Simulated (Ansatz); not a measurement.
Electronic density of states of amorphous Si24O45N2, density 2.20 g/cm³, on a 2×2×2 Γ-centred mesh with a Gaussian width of 0.1 eV; energies count from the Fermi level, whose place inside the gap is arbitrary. Cell and mesh are small, so fine structure isn't converged. Level of theory: PBE, scalar-relativistic without spin-orbit coupling (plane waves to 420 eV, PAW; Ansatz, a quantum-chemistry and plane-wave program). Sampling: a 2×2×2 Γ-centred mesh; Fermi-Dirac width 0.02 eV; no spin polarisation. At PBE the levels at the filled edge of the gap are localised (band-tail or defect states), and the nearest spread-out levels lie 5.2 eV apart at the zone centre.

It comes from a melt-quench run on a machine-learned potential (CHGNet), relaxed afterwards by DFT. O and N atoms were pushed apart under 1.9 Å during the dynamics, to hinder bonds among them. The hot cell started wider than the set density and was brought back towards it in steps. It is the lowest in DFT energy of 2 quenches. It is a model cell: composition and starting density were chosen by hand, and all elements were melted together. No dispersion term was used. Its density started from a set value of 2.20 and ended at 2.20 g/cm³. Cooling (nominally 480 K/ps over its main leg) ran many orders faster than in experiment, which tends to leave more defects and strain. A cell of this size samples the disorder only roughly. The volume was held where the preparation left it and the shape relaxed, at a PBE pressure of 0.0 GPa.

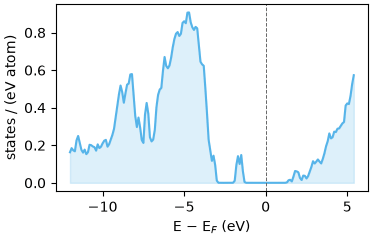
Figure: Density of states per atom

The level gap on this mesh is 2.96 eV; the broadening fills part of it in the curve.
